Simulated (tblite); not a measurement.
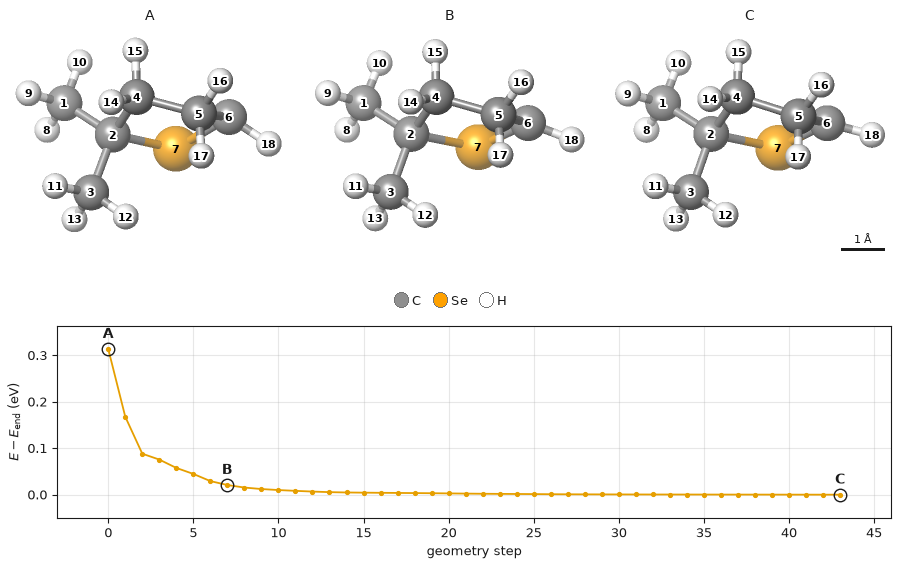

Frames of a relaxation of C6H11Se (multiplicity 2), marked on the history of the run. The picture is a ball-and-stick view, seen at a tilt.

All numbers below come from tblite, GFN2-xTB geometry optimisation, gas phase. 

**Describe the path.**

The atom that moves furthest after the best rigid fit is H18 (0.24 Å). Largest moves by element: H 0.24 Å, C 0.16 Å, Se 0.06 Å. Near-neighbour distances that change, for instance: C6–Se7 1.939 → 1.852 Å, C2–Se7 1.952 → 2.027 Å, C6–H18 1.114 → 1.077 Å, C5–C6 1.525 → 1.491 Å. Bond angles that change, for instance: C5–C6–H18 110.7° → 121.4°, Se7–C6–H18 111.0° → 118.1°, C5–C6–Se7 108.8° → 113.3°. After 43 geometry steps the energy has fallen by 0.313 eV. The run took 0.18 s on 1 thread of AMD EPYC 9B45 (shared host). From step 0 to 7: C6 moves most (0.15 Å), energy −0.293 eV. From step 7 to 43: H18 moves most (0.11 Å), energy −0.021 eV.

```
step  E − E(0), eV
   0        0.0000
   1       -0.1457
   2       -0.2253
   3       -0.2379
   4       -0.2559
   5       -0.2688
   6       -0.2842
   7       -0.2926
   8       -0.2981
   9       -0.3013
  10       -0.3035
  12       -0.3067
  13       -0.3079
  15       -0.3091
  17       -0.3097
  19       -0.3103
  20       -0.3107
  22       -0.3115
  24       -0.3119
  26       -0.3124
  27       -0.3126
  29       -0.3128
  31       -0.3130
  33       -0.3131
  34       -0.3131
  36       -0.3132
  38       -0.3133
  40       -0.3133
  41       -0.3134
  43       -0.3134
```
